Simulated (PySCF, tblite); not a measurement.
# C₄H₁₃BS: dynamics, then NMR shifts on frames

Aim: move C₄H₁₃BS (`C[BH2-][S@@+](C)CC`) away from its starting geometry and see how NMR shifts follow the geometry.

Programs: tblite 0.8.0 and PySCF 2.14.0, with density-fitted response routines of our own. Each step states its level of theory. These are calculated values for one molecule in the gas phase, unless marked as measured. Atoms are numbered from 0 throughout.

**1. The molecule as given**

19 atoms, charge 0, multiplicity 1; geometry from: GFN2-xTB.

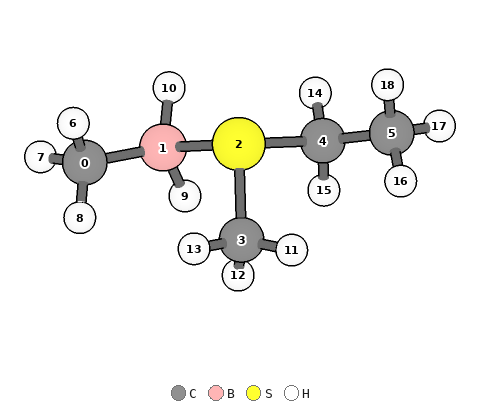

As it starts; carbon grey, boron pink, sulfur yellow, hydrogen white, atoms numbered.

**2. Thermal motion with GFN2-xTB**

Job settings and geometry (Å):

```
{"job": {"kind": "md", "xc": "GFN2-xTB", "basis": "xTB", "temperature": 600, "steps": 2000, "every": 50, "frames": 5}, "charge": 0, "multiplicity": 1}
C     -2.800656    -0.289612     0.218730
B     -1.625594     0.573860    -0.471198
S      0.084500     0.063107     0.468526
C      0.327572    -1.638924    -0.122656
C      1.283798     0.936935    -0.607149
C      2.708847     0.816505    -0.103677
H     -2.815246    -0.179785     1.303084
H     -3.768685     0.051030    -0.143918
H     -2.743480    -1.356147    -0.000532
H     -1.397298     0.306493    -1.609606
H     -1.680689     1.740377    -0.247465
H      1.358529    -1.936730     0.037383
H      0.059566    -1.697098    -1.172987
H     -0.331169    -2.272901     0.461164
H      0.956704     1.975519    -0.600434
H      1.172114     0.541092    -1.615422
H      3.056795    -0.212596    -0.144321
H      3.368476     1.424335    -0.719207
H      2.776112     1.163789     0.923971
```

With the program's defaults for keys left out, this is: GFN2-xTB Langevin dynamics, gas phase.

Run with:

```bash
$ OMP_NUM_THREADS=1 python probes_run.py task.json out
```

One launch serves the whole session: the jobs run in the order shown.

The log of the run:

```text
t/fs     T/K      E/eV
    0.0   487.5   -534.98080
   25.0   321.5   -534.34744
   50.0   393.9   -534.23558
   75.0   445.7   -534.21484
  100.0   522.0   -533.79556
  125.0   595.6   -533.51897
  150.0   758.7   -533.85394
  175.0   748.4   -533.41276
  200.0   657.8   -533.41165
  225.0   619.8   -533.52856
  250.0   565.8   -533.53928
  275.0   571.2   -533.63840
  300.0   687.7   -533.94503
  325.0   538.9   -533.71615
  350.0   352.7   -533.72153
  375.0   495.9   -533.62367
  400.0   567.6   -533.50123
  425.0   507.7   -533.44933
  450.0   734.8   -533.96154
  475.0   637.5   -533.59797
  500.0   657.4   -533.29931
  525.0   745.6   -533.42042
  550.0   575.4   -533.08782
  575.0   726.4   -533.49123
  600.0   744.2   -533.64766
  625.0   700.9   -533.41373
  650.0   631.7   -533.27961
  675.0   929.3   -533.39627
  700.0   555.0   -532.99073
  725.0   607.9   -533.43532
  750.0   586.2   -533.63662
  775.0   542.4   -533.23156
  800.0   565.9   -533.78943
  825.0   424.3   -533.85789
  850.0   721.4   -533.95216
  875.0   453.2   -533.71155
  900.0   654.1   -533.98184
  925.0   740.3   -534.03033
  950.0   492.5   -533.13361
  975.0   725.0   -533.30683
 1000.0   821.2   -533.44201
```

It took 9.7 s on 1 thread of Arm Neoverse V2, shared host; peak memory 0.18 GiB.

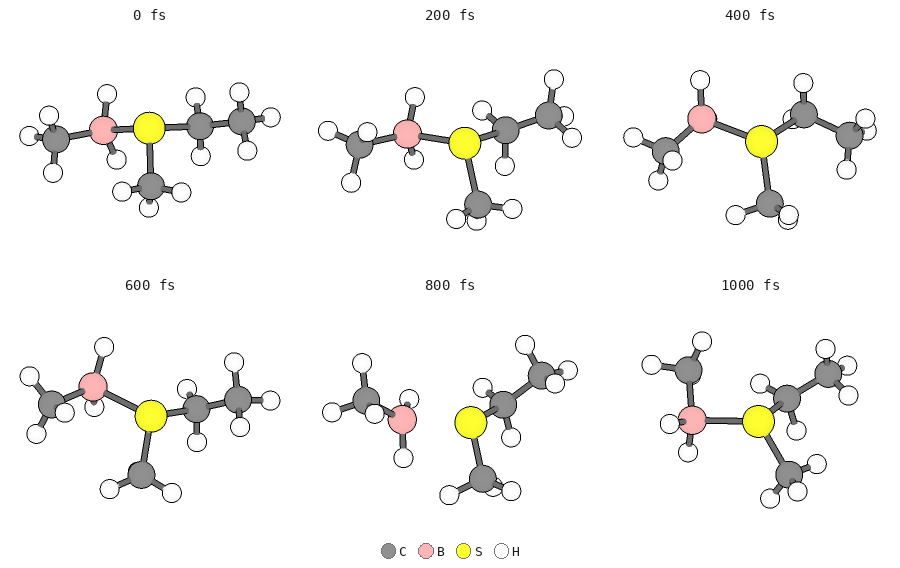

Frames of the run.

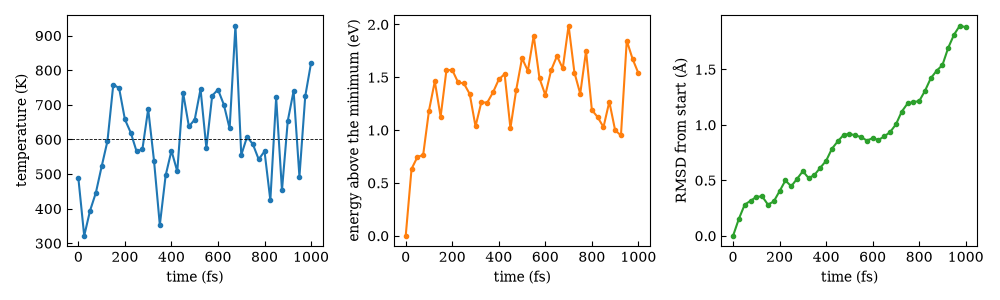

Temperature, potential energy and distance from the start.

Positions (Å) and forces (eV/Å) at 1000 fs:

```xyz
19

C    -1.775    1.915    0.371   -1.869   -2.502    0.929
B    -1.418    0.289    0.096    0.155    1.169   -1.043
S     0.675    0.243    0.219    0.243    0.497    0.007
C     1.601   -0.874   -0.919   -0.928   -1.831    1.508
C     1.073    1.797   -0.783   -0.722   -2.290   -2.881
C     2.306    2.485   -0.403    1.044   -1.925   -1.335
H    -1.974    2.388   -0.566    0.708    1.010   -0.172
H    -2.824    1.798    0.763    0.574    0.175   -0.097
H    -1.272    2.401    1.211    0.265    0.214   -0.918
H    -1.823   -0.424    0.897    0.109   -0.543    0.844
H    -1.700   -0.120   -1.014    0.377    0.390    0.344
H     0.935   -1.268   -1.639   -0.749   -0.154   -0.840
H     2.111   -1.768   -0.487   -0.401    0.998    0.278
H     2.255   -0.190   -1.300    1.982    0.980   -1.216
H     0.148    2.300   -0.774   -0.655    1.003    0.269
H     1.204    1.427   -1.918   -0.431    0.603    2.114
H     2.374    2.724    0.567   -0.543    1.752    3.601
H     3.072    1.726   -0.403    0.847   -0.533   -0.664
H     2.624    3.252   -1.050   -0.007    0.988   -0.727
```

**3. NMR shieldings: 250 fs, PBE0/pcSseg-1**

Job settings and geometry (Å):

```
{"job": {"kind": "nmr", "xc": "PBE0", "basis": "pcSseg-1", "pop": false}, "charge": 0, "multiplicity": 1}
C     -2.944500    -1.426700     0.796000
B     -1.953000    -0.242900     0.224700
S      0.120800    -0.930000     0.453900
C      0.178100    -2.438100    -0.736800
C      0.665900     0.465800    -0.618300
C      2.134100     0.912900    -0.383600
H     -2.492000    -2.050400     1.573600
H     -3.790000    -1.057200     1.367400
H     -3.252500    -1.942100    -0.023600
H     -1.937200    -0.196600    -1.035900
H     -1.889700     0.727200     0.914600
H      1.156800    -2.467900    -1.348300
H     -0.605200    -2.390400    -1.531000
H      0.366300    -3.246400     0.000800
H      0.010600     1.357300    -0.372100
H      0.328100    -0.033100    -1.489600
H      2.738200     0.041500    -0.429000
H      2.502300     1.710100    -1.154000
H      2.337700     1.336200     0.544800
```

Method: GIAO PBE0/pcSseg-1 NMR shielding, non-relativistic, gas phase.

The log of the run:

```text
coarse grid: 15120 points
cycle   1  E = -582.7036962467  dE =  3.499e-02  |g| = 4.661e-01  |ddm| = 3.541e+00
cycle   2  E = -582.6932224974  dE =  1.047e-02  |g| = 5.176e-01  |ddm| = 1.010e+00
cycle   3  E = -582.7694721946  dE = -7.625e-02  |g| = 3.092e-02  |ddm| = 5.296e-01
cycle   4  E = -582.7696714796  dE = -1.993e-04  |g| = 1.675e-02  |ddm| = 5.981e-02
cycle   5  E = -582.7697458645  dE = -7.438e-05  |g| = 4.321e-03  |ddm| = 2.548e-02
cycle   6  E = -582.7697501555  dE = -4.291e-06  |g| = 1.310e-03  |ddm| = 4.840e-03
final grid: 137624 points
cycle   7  E = -582.8080190411  dE = -3.948e-05  |g| = 8.308e-03  |ddm| = 3.007e-02
cycle   8  E = -582.8080106442  dE =  8.397e-06  |g| = 1.013e-02  |ddm| = 1.498e-02
cycle   9  E = -582.8080370215  dE = -2.638e-05  |g| = 6.989e-04  |ddm| = 8.665e-03
cycle  10  E = -582.8080371540  dE = -1.326e-07  |g| = 1.864e-04  |ddm| = 1.044e-03
cycle  11  E = -582.8080371624  dE = -8.391e-09  |g| = 4.448e-05  |ddm| = 2.067e-04
cycle  12  E = -582.8080371629  dE = -5.132e-10  |g| = 1.270e-05  |ddm| = 5.815e-05
converged SCF energy = -582.8080371629

GIAO shielding tensors (ppm)
atom      isotropic    diamagn.    paramagn.     s11        s22        s33       span
  0 C      191.985     248.970     -56.985    171.177    198.851    205.927     34.750
  1 B       86.777     190.688    -103.911     45.467     85.450    129.414     83.946
  2 S      439.455    1060.366    -620.911    312.624    423.557    582.186    269.562
  3 C      146.007     253.746    -107.739    121.127    126.566    190.329     69.202
  4 C      139.392     254.834    -115.443    101.036    147.856    169.283     68.247
  5 C      169.775     245.270     -75.495    146.303    170.232    192.789     46.487
  6 H       31.688      31.625       0.063     26.635     31.817     36.611      9.976
  7 H       31.677      29.279       2.398     27.548     28.208     39.275     11.727
  8 H       32.681      32.057       0.624     27.483     32.161     38.398     10.915
  9 H       27.356      31.699      -4.343     22.389     27.676     32.003      9.614
 10 H       27.454      32.034      -4.580     22.731     27.760     31.870      9.138
 11 H       28.161      29.903      -1.742     23.975     26.432     34.076     10.100
 12 H       28.085      30.023      -1.938     23.636     27.161     33.458      9.822
 13 H       27.917      29.348      -1.431     23.005     25.034     35.711     12.707
 14 H       27.736      32.144      -4.408     20.850     29.784     32.574     11.724
 15 H       29.211      35.252      -6.041     23.411     29.386     34.836     11.425
 16 H       31.153      30.586       0.567     25.941     30.622     36.895     10.954
 17 H       28.655      26.192       2.463     23.866     25.509     36.591     12.725
 18 H       31.324      31.397      -0.073     27.249     29.586     37.138      9.889
```

Run time: 16 s. Hardware: 1 thread of Arm Neoverse V2, shared host; peak memory 0.8 GiB.

The references, computed at this level on geometries of the same kind, shield at (ppm): 1H TMS 31.72, 13C TMS 186.9, 11B BF3·OEt2 100.1, 33S CS2 504. Their shielding less the atom's gives the shift. The references are single molecules in the gas phase. Each atom is listed at this fixed geometry, with no averaging over motion; a spectrum would average atoms that exchange fast.

| atoms | environment | σ (ppm) | δ (ppm) |
| --- | --- | --- | --- |
| C4 | sp3 CH2 bonded to S | 139.4 | 47.5 |
| C3 | methyl carbon bonded to S | 146.0 | 40.9 |
| C5 | methyl carbon | 169.8 | 17.2 |
| C0 | methyl carbon bonded to B | 192.0 | -5.1 |
| H9 | hydrogen on a boron bonded to C, S | 27.36 | 4.36 |
| H10 | hydrogen on a boron bonded to C, S | 27.45 | 4.26 |
| H14 | hydrogen on an sp3 CH2 bonded to S | 27.74 | 3.98 |
| H13 | hydrogen on a methyl carbon bonded to S | 27.92 | 3.80 |
| H12 | hydrogen on a methyl carbon bonded to S | 28.08 | 3.63 |
| H11 | hydrogen on a methyl carbon bonded to S | 28.16 | 3.56 |
| H17 | hydrogen on a methyl carbon | 28.66 | 3.06 |
| H15 | hydrogen on an sp3 CH2 bonded to S | 29.21 | 2.51 |
| H16 | hydrogen on a methyl carbon | 31.15 | 0.56 |
| H18 | hydrogen on a methyl carbon | 31.32 | 0.39 |
| H7 | hydrogen on a methyl carbon bonded to B | 31.68 | 0.04 |
| H6 | hydrogen on a methyl carbon bonded to B | 31.69 | 0.03 |
| H8 | hydrogen on a methyl carbon bonded to B | 32.68 | -0.96 |
| B1 | boron bonded to C, S, 2 H | 86.8 | 13.3 |
| S2 | sulfur bonded to 2 C, B | 439 | 64 |

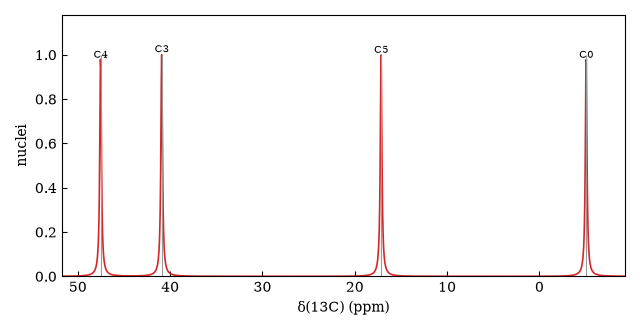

13C lines at the computed shifts, without couplings. Lines are broadened to a width of 0.21 ppm (Lorentzian).

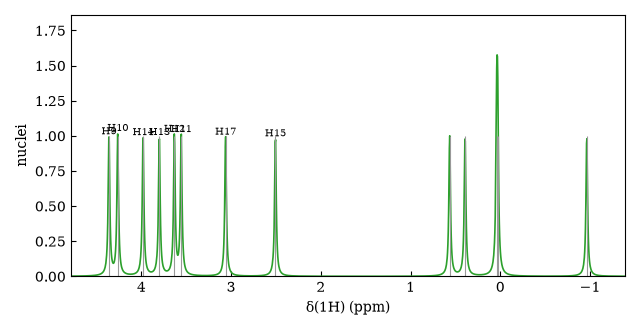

1H lines at the computed shifts, without couplings. Lines are broadened to a width of 0.02 ppm (Lorentzian).

**4. NMR shieldings: 425 fs, PBE0/pcSseg-1**

Job settings and geometry (Å):

```
{"job": {"kind": "nmr", "xc": "PBE0", "basis": "pcSseg-1", "pop": false}, "charge": 0, "multiplicity": 1}
C     -2.835700    -1.703300     1.104400
B     -1.846400    -0.440600     0.913000
S      0.254800    -1.004400     0.569200
C      0.447700    -2.434000    -0.516500
C      0.962700     0.535300    -0.180900
C      2.309800     0.190400    -0.581800
H     -2.434000    -2.547800     1.660500
H     -3.724800    -1.522900     1.875700
H     -3.433200    -2.077500     0.258800
H     -2.040600     0.495400     0.112900
H     -1.484400     0.039800     2.002300
H      0.364100    -2.336800    -1.601700
H     -0.282700    -3.196500    -0.061900
H      1.469300    -2.899800    -0.257600
H      1.004700     1.131400     0.726900
H      0.328100     0.870300    -1.118400
H      2.293100    -0.591600    -1.326200
H      2.819900     1.163100    -0.913100
H      2.915500    -0.247700     0.178500
```

Level: GIAO PBE0/pcSseg-1 NMR shielding, non-relativistic, gas phase.

The log of the run:

```text
coarse grid: 15120 points
cycle   1  E = -582.7141227479  dE =  8.596e-02  |g| = 4.405e-01  |ddm| = 3.540e+00
cycle   2  E = -582.7051053058  dE =  9.017e-03  |g| = 4.916e-01  |ddm| = 9.876e-01
cycle   3  E = -582.7749932480  dE = -6.989e-02  |g| = 4.025e-02  |ddm| = 4.875e-01
cycle   4  E = -582.7753661459  dE = -3.729e-04  |g| = 1.753e-02  |ddm| = 6.012e-02
cycle   5  E = -582.7754446180  dE = -7.847e-05  |g| = 3.657e-03  |ddm| = 1.931e-02
cycle   6  E = -582.7754479824  dE = -3.364e-06  |g| = 9.196e-04  |ddm| = 4.700e-03
final grid: 137624 points
cycle   7  E = -582.8124316556  dE = -2.991e-05  |g| = 8.801e-03  |ddm| = 2.495e-02
cycle   8  E = -582.8124206724  dE =  1.098e-05  |g| = 1.107e-02  |ddm| = 1.566e-02
cycle   9  E = -582.8124515036  dE = -3.083e-05  |g| = 4.275e-04  |ddm| = 8.887e-03
cycle  10  E = -582.8124515507  dE = -4.709e-08  |g| = 1.488e-04  |ddm| = 6.492e-04
cycle  11  E = -582.8124515562  dE = -5.562e-09  |g| = 4.378e-05  |ddm| = 1.825e-04
cycle  12  E = -582.8124515567  dE = -4.702e-10  |g| = 1.286e-05  |ddm| = 4.877e-05
converged SCF energy = -582.8124515567

GIAO shielding tensors (ppm)
atom      isotropic    diamagn.    paramagn.     s11        s22        s33       span
  0 C      185.229     241.054     -55.826    171.626    189.206    194.854     23.228
  1 B       97.515     189.045     -91.530     59.559     94.878    138.108     78.550
  2 S      453.405    1060.063    -606.657    312.138    459.056    589.021    276.883
  3 C      166.169     250.739     -84.570    151.826    162.485    184.195     32.369
  4 C      140.983     251.290    -110.307    118.205    142.746    161.998     43.793
  5 C      169.098     248.926     -79.828    154.213    164.525    188.556     34.344
  6 H       31.354      29.691       1.663     26.732     30.708     36.621      9.889
  7 H       29.187      24.657       4.531     25.006     26.010     36.545     11.540
  8 H       30.963      28.463       2.500     26.518     28.730     37.640     11.122
  9 H       27.559      30.121      -2.562     23.753     27.384     31.540      7.787
 10 H       27.278      31.066      -3.789     22.824     26.631     32.378      9.553
 11 H       29.493      30.300      -0.807     25.430     26.430     36.619     11.188
 12 H       27.973      28.761      -0.787     22.366     26.930     34.624     12.258
 13 H       28.074      28.308      -0.233     22.630     25.948     35.645     13.016
 14 H       28.243      32.468      -4.225     23.259     27.443     34.026     10.767
 15 H       26.601      29.877      -3.276     21.702     26.263     31.838     10.136
 16 H       30.548      30.892      -0.345     25.765     30.924     34.954      9.189
 17 H       28.573      26.491       2.082     23.372     25.685     36.661     13.289
 18 H       30.860      30.895      -0.035     26.768     29.355     36.458      9.690
```

Wall time 15 s (1 thread of Arm Neoverse V2, shared host); peak memory 0.82 GiB.

Key values: δ C4 45.9, C3 20.8, C5 17.8, C0 1.7, H15 5.12, H10 4.44 ppm.

(Part 1 of 2 ends here.)
